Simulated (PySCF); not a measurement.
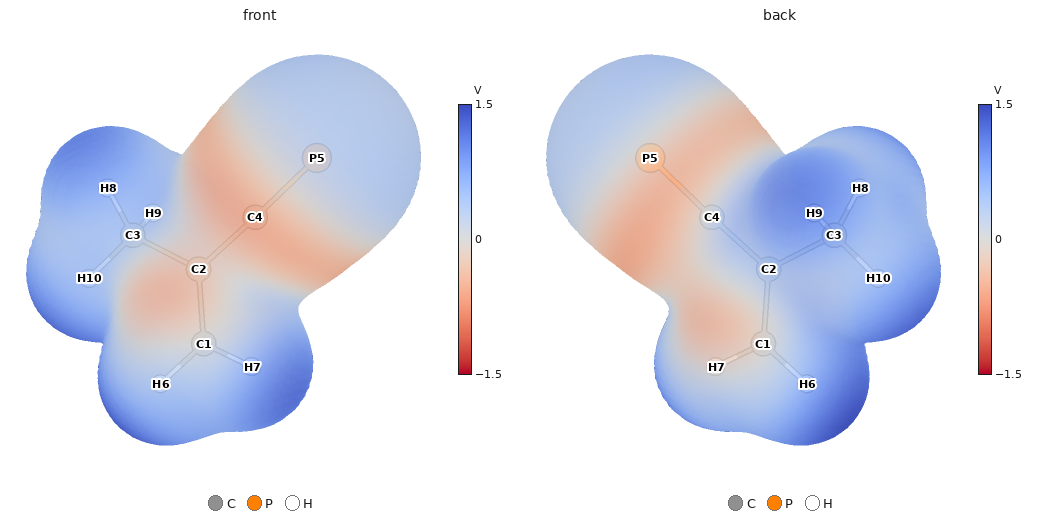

C$_{4}$H$_{5}$P (SMILES C=C(C)C#P). The electrostatic potential painted on the density surface at 0.004 e/bohr³, seen from the front and from behind; red is negative and blue positive.

Geometry: GFN2-xTB.

The calculation used PySCF, PBE0/pcSseg-1, SCF density, gas phase, non-relativistic.

```yaml
atoms:
  - { symbol: C, position_ang: [-0.1513, 1.4066, -0.3714] }
  - { symbol: C, position_ang: [0.1920, 0.1585, -0.0377] }
  - { symbol: C, position_ang: [-0.8147, -0.9298, 0.2114] }
  - { symbol: C, position_ang: [1.5375, -0.2109, 0.1028] }
  - { symbol: P, position_ang: [3.0209, -0.6617, 0.2604] }
  - { symbol: H, position_ang: [-1.1828, 1.6952, -0.4807] }
  - { symbol: H, position_ang: [0.5903, 2.1681, -0.5422] }
  - { symbol: H, position_ang: [-0.5881, -1.8007, -0.4025] }
  - { symbol: H, position_ang: [-0.7767, -1.2397, 1.2554] }
  - { symbol: H, position_ang: [-1.8183, -0.5809, -0.0180] }
```

Question: Which sites attract a positive test charge, and which a negative one?

Answer: A positive charge is drawn to the negative regions and a negative charge to the positive ones. The most negative region (about −0.6 V) lies over C4, the most positive (about +1.4 V) over H6.
